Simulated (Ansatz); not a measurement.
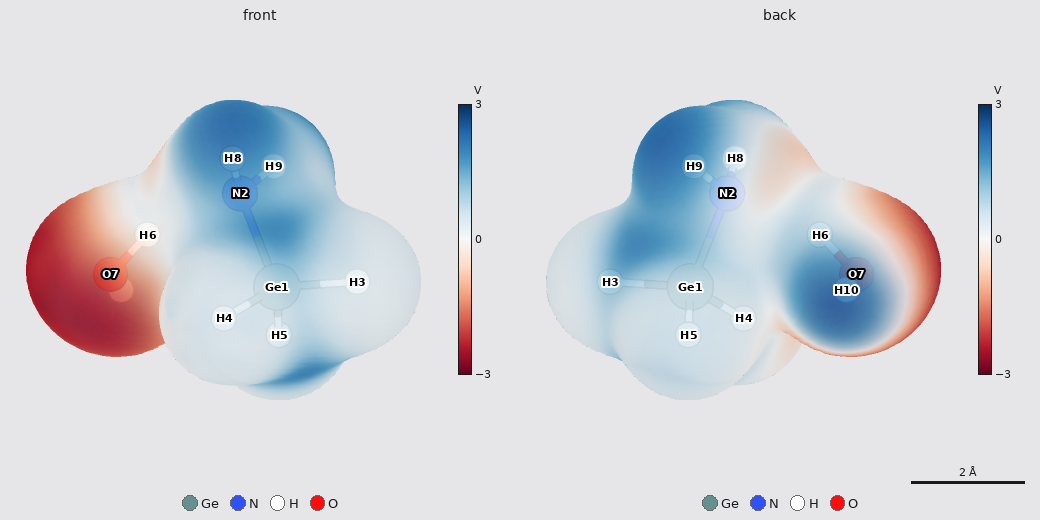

Figure. GeH₅N···H₂O. The molecular electrostatic potential painted on the density surface at 0.004 e/bohr³, seen from the front and from behind; red is negative and blue positive.

All numbers below come from UKS PBE0-D4/def2-SVP in Ansatz.

Input

```
crystal:
  periodic: [false, false, false]
  atoms:
    - { symbol: Ge, position_ang: [-0.460744, -0.883498, -0.59729] }
    - { symbol: "N", position_ang: [1.216175, -0.099769, -0.221433] }
    - { symbol: H, position_ang: [-0.356573, -1.995981, -1.674832] }
    - { symbol: H, position_ang: [-0.979537, -1.493042, 0.707136] }
    - { symbol: H, position_ang: [-1.364248, 0.227653, -1.148696] }
    - { symbol: H, position_ang: [0.147863, 1.179665, 1.379053] }
    - { symbol: O, position_ang: [-0.776392, 1.411126, 1.55699] }
    - { symbol: H, position_ang: [1.88548, -0.774681, 0.144382] }
    - { symbol: H, position_ang: [1.637243, 0.337305, -1.038812] }
    - { symbol: H, position_ang: [-0.949366, 2.091124, 0.893503] }
magnetization:
  spin_polarized: true
basis:
  gaussian: { orbitals: def2-SVP }
hamiltonian:
  xc: pbe0
  dispersion: d4
relax:
  f_tol: 0.03
  max_steps: 50
output:
  orbitals: {}
```

Command:

```sh
ansatz run input.yaml --threads 4 --pin off --max-ram 5120MiB --backend cpu --events-out ev --progress --plain --runs-dir out
```

The fields are those of the run's last geometry, not of the input's.

Question: Where is the surface potential most negative and most positive?

Answer: The most negative region (about −2.6 V, or −60 kcal/mol for a unit charge) lies over O7, the most positive (about +2.4 V, or +55 kcal/mol for a unit charge) over H8, H9 and H10. O7 is the likeliest acceptor of a hydrogen bond.
